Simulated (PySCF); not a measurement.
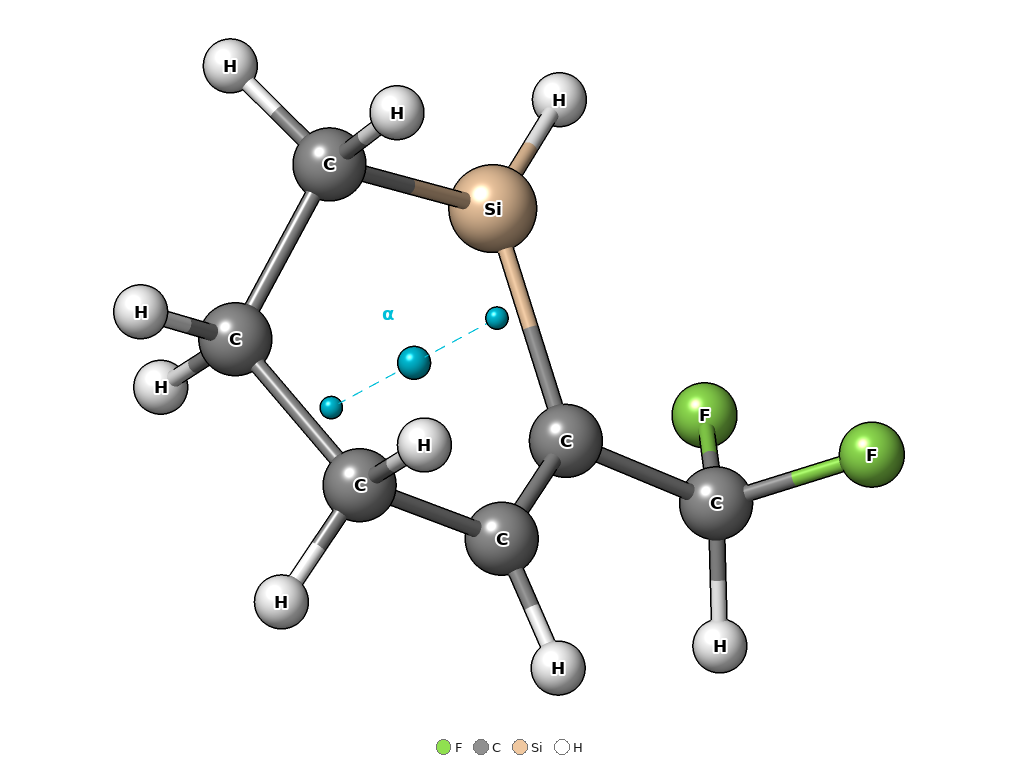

The small points mark where nucleus-independent chemical shifts (NICS) were computed: at the centre of each lettered ring and 1 Å above and below it. The species has charge +1 and is a spin singlet. The computed structure is the end point of a GFN2-xTB optimisation. No frequency run is at hand to confirm it as a minimum. Level of theory: GIAO PBE0/pcSseg-1 NMR shielding, non-relativistic, gas phase (PySCF 2.14.0).

Give NICS(0), NICS(1) and the out-of-plane component NICS(1)zz for each ring (means of the two sides).

```tsv
ring	members	NICS(0)	NICS(1)	NICS(1)zz
α	C5Si	1.2	−1.2	4.1
```

Values in ppm.

**What do the values say about the ring currents?**

Ring α: weak, as in a non-aromatic ring. NICS is one index among several.

The geometry is semi-empirical. Around Si such bond lengths and angles can be off by a tenth of an ångström or more and by several degrees, and values that hang on the shape move with them.
